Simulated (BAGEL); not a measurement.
# B3LYP/def2-TZVPP (density fitting with qzvpp-jkfit) run of BNH4 (SMILES BN)

Aim: the energy change on altering one bond length of BNH4 at B3LYP/def2-TZVPP (density fitting with qzvpp-jkfit), from 2 runs. 

The results are computed with BAGEL 1.2.2.

6 further runs of the same task are left out: 6 set aside as unsound or not needed. Runs told in other sessions of the task aren't counted.

## 1. The structure to begin with

BNH4: 6 atoms, total charge 0, spin state singlet. SMILES: `BN`. Geometry: relaxed at PBE0-D4/def2-TZVP.

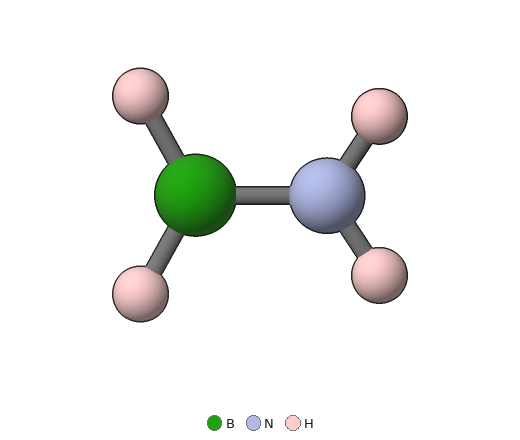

Viewed from a chosen angle; boron green, nitrogen light blue, hydrogen pink.

## 2. A single-point energy at B3LYP/def2-TZVPP (density fitting with qzvpp-jkfit)

Input file job.json:

```json
{ "bagel": [

{
  "title": "molecule",
  "basis": "tzvpp",
  "df_basis": "qzvpp-jkfit",
  "angstrom": "true",
  "geometry": [
    { "atom": "B", "xyz": [      -0.128200,      -0.679600,      -0.025600 ] },
    { "atom": "N", "xyz": [       0.146100,       0.677400,       0.010800 ] },
    { "atom": "H", "xyz": [       0.225800,      -1.368000,       0.887500 ] },
    { "atom": "H", "xyz": [      -0.712000,      -1.128700,      -0.969200 ] },
    { "atom": "H", "xyz": [      -0.121600,       1.313700,      -0.720800 ] },
    { "atom": "H", "xyz": [       0.632000,       1.121400,       0.771300 ] }
  ]
},

{ "title": "ks", "xc_func": "b3lyp" },

{ "title": "print", "file": "orbitals.molden", "orbitals": "true" }

]}
```

On the command line:

```sh
$ BAGEL_NUM_THREADS=1 BAGEL job.json > job.out
```

Output:

```text
* using 1 threads per process

  ===============================================================
  ===============================================================

  *** Geometry ***

  { "atom" : "B", "xyz" : [     -0.242263,     -1.284258,     -0.048377 ] },
  { "atom" : "N", "xyz" : [      0.276089,      1.280100,      0.020409 ] },
  { "atom" : "H", "xyz" : [      0.426700,     -2.585145,      1.677132 ] },
  { "atom" : "H", "xyz" : [     -1.345485,     -2.132934,     -1.831523 ] },
  { "atom" : "H", "xyz" : [     -0.229791,      2.482533,     -1.362115 ] },
  { "atom" : "H", "xyz" : [      1.194307,      2.119139,      1.457546 ] },

  Number of auxiliary basis functions:      224

  Since a DF basis is specified, we compute 2- and 3-index integrals:
    o Being stored without compression. Storage requirement is 0.025 GB

  Number of basis functions:      118
  Number of electrons      :       16

    * METHOD: MOLECULE                             0.14

  *** Kohn-Sham DFT ***

    * Removing 8985 points whose weight is below 1.00e-10
    * Grid points: 80451

  === Nuclear Repulsion ===
    32.3160930479

       - DIIS with orbital gradients will be used.

  === KS iteration (b3lyp / tzvpp) ===
      0        -62.25502508          0.15030752           0.35
      1        -64.28321954          0.09681782           0.35
      2        -65.47036255          0.14302916           0.35
      3        -77.86816928          0.10725348           0.35
      4        -80.20233751          0.07602239           0.36
      5        -80.34660700          0.07434305           0.35
      6        -79.74701278          0.08573016           0.35
      7        -81.58920523          0.04332822           0.35
      8        -82.06205314          0.00898941           0.36
      9        -82.08334119          0.00127721           0.35
     10        -82.08385493          0.00026987           0.36
     11        -82.08387319          0.00002243           0.36
     12        -82.08387336          0.00000152           0.36
     13        -82.08387336          0.00000017           0.36
     14        -82.08387336          0.00000003           0.35
     15        -82.08387336          0.00000001           0.36
    * SCF iteration converged.

    * Permanent dipole moment:
           (   -0.152927,    -0.757102,    -0.020280) a.u.

    * METHOD: KS                                   6.36

    * METHOD: PRINT                                0.04

  ===============================================================
```

It took 6.9 s on 1 thread of Arm Neoverse N1, shared host; peak memory 0.42 GiB.

## 3. The distorted shape, same level

Input file input.json:

```json
{ "bagel" : [

{
  "title" : "molecule",
  "basis" : "tzvpp",
  "df_basis" : "qzvpp-jkfit",
  "angstrom" : true,
  "geometry" : [
    { "atom" : "B", "xyz" : [      -0.169352,      -0.883187,      -0.031061 ] },
    { "atom" : "N", "xyz" : [       0.146100,       0.677400,       0.010800 ] },
    { "atom" : "H", "xyz" : [       0.184648,      -1.571587,       0.882039 ] },
    { "atom" : "H", "xyz" : [      -0.753152,      -1.332287,      -0.974661 ] },
    { "atom" : "H", "xyz" : [      -0.121600,       1.313700,      -0.720800 ] },
    { "atom" : "H", "xyz" : [       0.632000,       1.121400,       0.771300 ] }
  ]
},

{ "title" : "ks", "xc_func" : "b3lyp" },

{ "title" : "print", "file" : "orbitals.molden", "orbitals" : true }

]}
```

On the command line:

```sh
$ BAGEL_NUM_THREADS=1 BAGEL input.json > input.out
```

Output:

```text
* using 1 threads per process

  ===============================================================
  ===============================================================

  *** Geometry ***

  { "atom" : "B", "xyz" : [     -0.320029,     -1.668982,     -0.058697 ] },
  { "atom" : "N", "xyz" : [      0.276089,      1.280100,      0.020409 ] },
  { "atom" : "H", "xyz" : [      0.348934,     -2.969869,      1.666812 ] },
  { "atom" : "H", "xyz" : [     -1.423251,     -2.517658,     -1.841842 ] },
  { "atom" : "H", "xyz" : [     -0.229791,      2.482533,     -1.362115 ] },
  { "atom" : "H", "xyz" : [      1.194307,      2.119139,      1.457546 ] },

  Number of auxiliary basis functions:      224

  Since a DF basis is specified, we compute 2- and 3-index integrals:
    o Being stored without compression. Storage requirement is 0.025 GB

  Number of basis functions:      118
  Number of electrons      :       16

    * METHOD: MOLECULE                             0.14

  *** Kohn-Sham DFT ***

    * Removing 8608 points whose weight is below 1.00e-10
    * Grid points: 80828

  === Nuclear Repulsion ===
    30.0578892934

       - DIIS with orbital gradients will be used.

  === KS iteration (b3lyp / tzvpp) ===
      0        -63.60646843          0.14013016           0.36
      1        -64.05353225          0.08809616           0.36
      2        -64.57240357          0.13725131           0.36
      3        -75.39510015          0.11083367           0.36
      4        -78.68061655          0.09396862           0.36
      5        -76.92454988          0.10723923           0.36
      6        -73.74326491          0.11076701           0.36
      7        -69.27508383          0.14995257           0.36
      8        -82.01337859          0.01298154           0.36
      9        -82.05309348          0.00425855           0.36
     10        -82.05999251          0.00141491           0.36
     11        -82.06062454          0.00029708           0.36
     12        -82.06064453          0.00016379           0.36
     13        -82.06065229          0.00001063           0.36
     14        -82.06065232          0.00000571           0.36
     15        -82.06065233          0.00000029           0.36
     16        -82.06065233          0.00000005           0.36
     17        -82.06065233          0.00000001           0.36
    * SCF iteration converged.

    * Permanent dipole moment:
           (   -0.099262,    -0.491590,    -0.013160) a.u.

    * METHOD: KS                                   7.23

    * METHOD: PRINT                                0.04

  ===============================================================
```

Wall time 7.8 s (1 thread of Arm Neoverse N1, shared host); peak memory 0.43 GiB.

## 4. Results

At B3LYP/def2-TZVPP (density fitting with qzvpp-jkfit):

```
                                                         quantity         value
                                        first shape: total energy  -82.08387 Eh
                                       first shape: dipole moment        1.96 D
                                         first shape: HOMO energy      -8.44 eV
                                         first shape: LUMO energy      -0.02 eV
                                       first shape: HOMO–LUMO gap       8.41 eV
                                    distorted shape: total energy  -82.06065 Eh
                                   distorted shape: dipole moment        1.28 D
                                     distorted shape: HOMO energy      -7.62 eV
                                     distorted shape: LUMO energy      -0.81 eV
                                   distorted shape: HOMO–LUMO gap       6.81 eV
energy change with the B1–N2 bond stretched from 1.385 to 1.593 Å      0.632 eV
```

In words: With the B1–N2 bond stretched from 1.385 to 1.593 Å the energy rises by 0.63 eV (61.0 kJ/mol). The first shape isn't relaxed at this level, so the change isn't measured from a minimum.
